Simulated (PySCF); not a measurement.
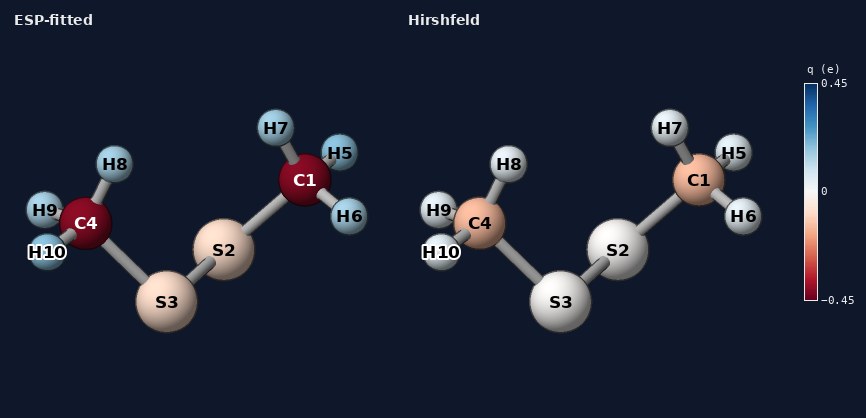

Atomic charges of one calculation by 2 schemes, on one colour scale. The computed structure is the end point of a PBE0-D3(BJ)/def2-TZVP optimisation. No frequency run is at hand to confirm it as a minimum. Computed with PBE0/pcSseg-2 (PySCF 2.14.0).

Question. Which scheme gives the most polar picture (largest mean size of the charges)?

Answer. The ESP-fitted charges are the largest in size here.

Question. On which atom do the schemes disagree most?

Answer. On C1 (from −0.41 to −0.14 e); C4 (from −0.41 to −0.14 e).

List the charges (e), one line for each set of equivalent atoms. Atoms whose distances differ by more than 0.02 Å in this geometry are listed apart.

```json
{"atom": "C1", "ESP-fitted": "−0.41", "Hirshfeld": "−0.14"}
{"atom": "S2", "ESP-fitted": "−0.08", "Hirshfeld": "0.00"}
{"atom": "S3", "ESP-fitted": "−0.08", "Hirshfeld": "0.00"}
{"atom": "C4", "ESP-fitted": "−0.41", "Hirshfeld": "−0.14"}
{"atom": "H5", "ESP-fitted": "0.19", "Hirshfeld": "0.05"}
{"atom": "H6", "ESP-fitted": "0.15", "Hirshfeld": "0.05"}
{"atom": "H7", "ESP-fitted": "0.16", "Hirshfeld": "0.05"}
{"atom": "H8", "ESP-fitted": "0.15", "Hirshfeld": "0.04"}
{"atom": "H9", "ESP-fitted": "0.15", "Hirshfeld": "0.05"}
{"atom": "H10", "ESP-fitted": "0.19", "Hirshfeld": "0.05"}
```
